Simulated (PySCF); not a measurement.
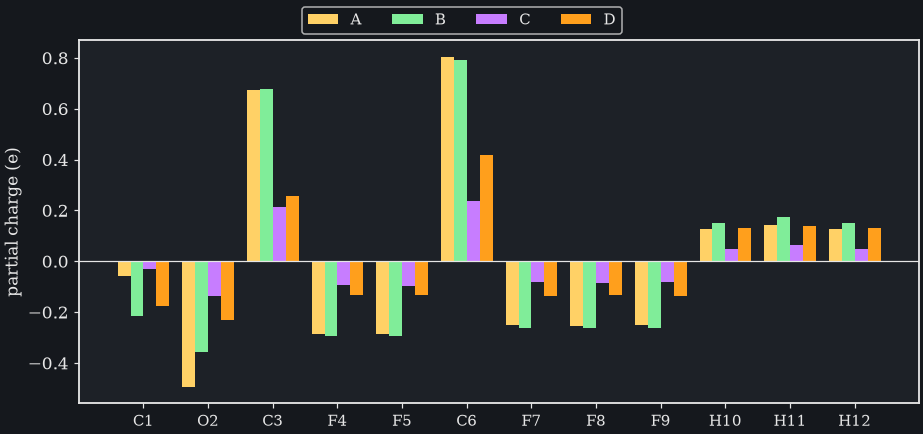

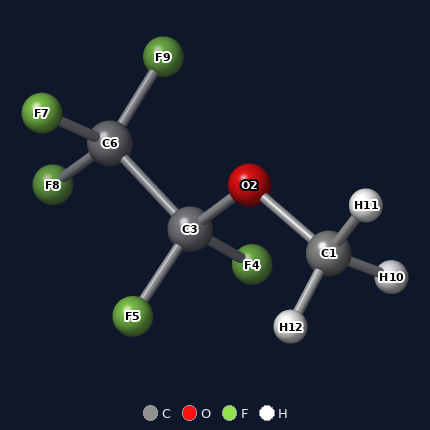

Atomic charges of C₃H₃F₅O (1,1,1,2,2-pentafluoro-2-methoxyethane), SMILES COC(F)(F)C(F)(F)F by 4 schemes, PBE0/pcSseg-1 with PySCF, at a PBE0-D3(BJ)/def2-SVP geometry (no frequency check).

Question: The schemes are ESP fit, Hirshfeld, IAO and Mulliken. Which series is which?

Answer: A: Mulliken (O2 −0.49 e); B: IAO (O2 −0.36 e); C: Hirshfeld (O2 −0.14 e); D: ESP fit (O2 −0.23 e).

Known limits of this run: one conformer of a flexible molecule.
